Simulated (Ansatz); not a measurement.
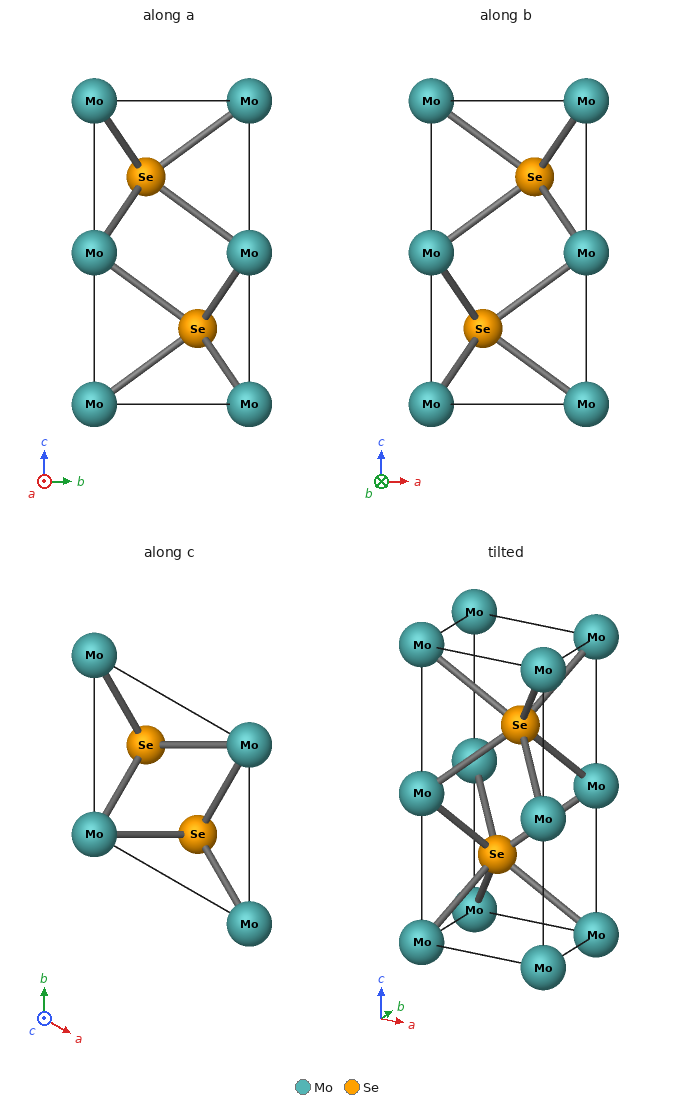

Ball-and-stick representation of a periodic structure, projected along the a axis, along the b axis, along the c axis and slightly off an axis. Thin lines show the conventional unit cell, with boundary atoms drawn in all their periodic places.

Lattice parameters: a = 4.151 Å, b = 4.151 Å, c = 7.036 Å, α = 90.00°, β = 90.00°, γ = 120.00°. Put a along x and b in the xy plane.

Question: Put the structure into a POSCAR file.

Answer:
```
Mo Se
1.0
     4.151    0.000    0.000
    -2.075    3.595    0.000
     0.000    0.000    7.036
Mo Se
2 2
Direct
  0.0000 0.0000 0.0000
  0.0000 0.0000 0.5000
  0.3333 0.6667 0.2500
  0.6667 0.3333 0.7500
```

The structure comes from a structure type filled with these elements by a generator (whether the compound takes this form wasn't checked). Earlier steps of the study may have refined or changed the cell and positions. Ansatz was used for an electronic-structure calculation on it.

At this level of theory the cell isn't at rest (stretched, at -13 GPa), so its distances can differ from those at equilibrium, the more so the softer the solid.
